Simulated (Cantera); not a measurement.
Feed: 1 mol Fe(CO)5, 7.5 mol CO, 64 mol H2, held at 1023 K.

Equilibrium computed with Cantera from the NASA thermochemical tables; the gas is ideal and each condensed phase is pure. Candidate condensed phases: C, C6H6, C7H8, C8H18, Fe, Fe(CO)5, FeO, Fe(OH)2, Fe(OH)3, Fe2O3, Fe3O4, H2O; 114 gas species. The tables' stoichiometric FeO is somewhat more stable than real wüstite, so its field is too wide. FeO: taken at fixed stoichiometry. Rates play no part.

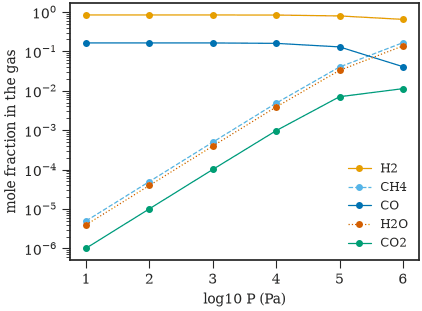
Figure: Equilibrium gas composition (values under 1e-9 drawn at 1e-9)

From 10.0 Pa to 1.00 bar the condensed part is Fe(α). At 10.0 bar the condensed part is FeO(s).
